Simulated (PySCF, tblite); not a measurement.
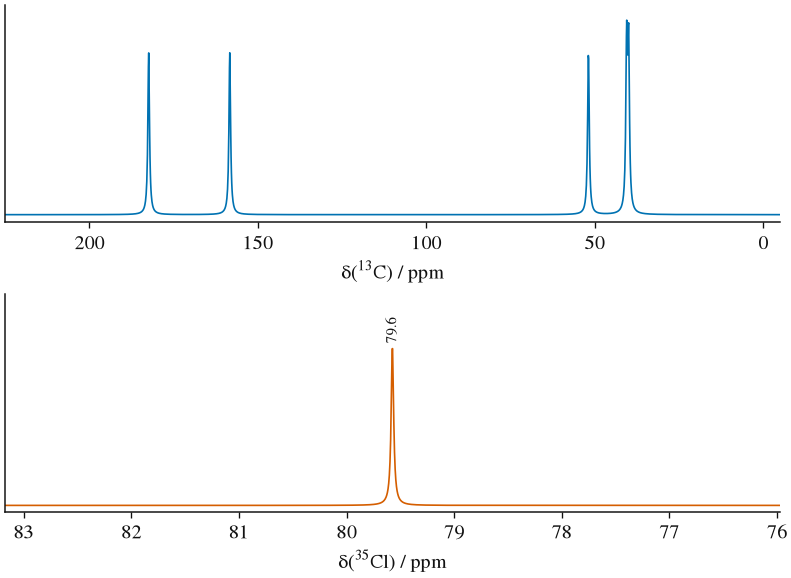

GIAO shifts, PBE0/pcSseg-1 with PySCF 2.14.0, at a GFN2-xTB geometry (a minimum by its frequencies), against TMS for ¹³C and HCl for ³⁵Cl computed at the same level (Cl: the usual scale starts at aqueous chloride instead). Gas phase, fully decoupled, line heights follow the number of nuclei, widths are arbitrary (no quadrupolar broadening); values of one conformer, averaged over methyl-type rotors and exact or near symmetry; other conformers aren't averaged in.

Which molecule was computed?
A. C₅H₁₁ClSi₂, SMILES [SiH3]C1=C[SiH2][C@H]1CCCl
B. C₅H₁₁ClSi₂, SMILES CC1=C[SiH2][Si@H]1CCCl
C. C₅H₁₁ClSi₂, SMILES CC1=C[SiH2][C@@H]1[SiH2]CCl

Option A. Its ¹³C signals: 182.3 (1 C), 158.3 (1 C), 51.8 (1 C), 40.5 (1 C), 39.9 (1 C) ppm. Its ³⁵Cl signals: 79.6 (1 Cl) ppm.

Note: the tight-binding geometry is rougher than a DFT one and adds to the error.
